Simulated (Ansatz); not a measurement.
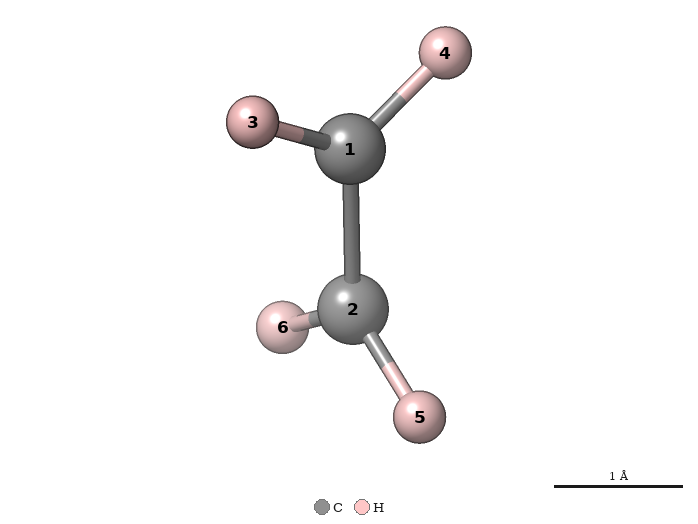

Source: calculation with Ansatz.

Orthographic view. Depth is shown by fading: the farther an atom, the more it takes the colour of the background. The species is neutral and a spin triplet. Geometry: a fixed input geometry, not necessarily a minimum.

Give the distance matrix in Å.

```tsv
atom	C1	C2	H3	H4	H5	H6
C1	0.00					
C2	1.48	0.00				
H3	1.08	2.25	0.00			
H4	1.08	2.22	1.86	0.00		
H5	2.21	1.08	2.88	2.87	0.00	
H6	2.27	1.08	2.93	2.92	1.85	0.00
```

The spin state was imposed, and no run here compares it with a lower spin, which may lie lower.
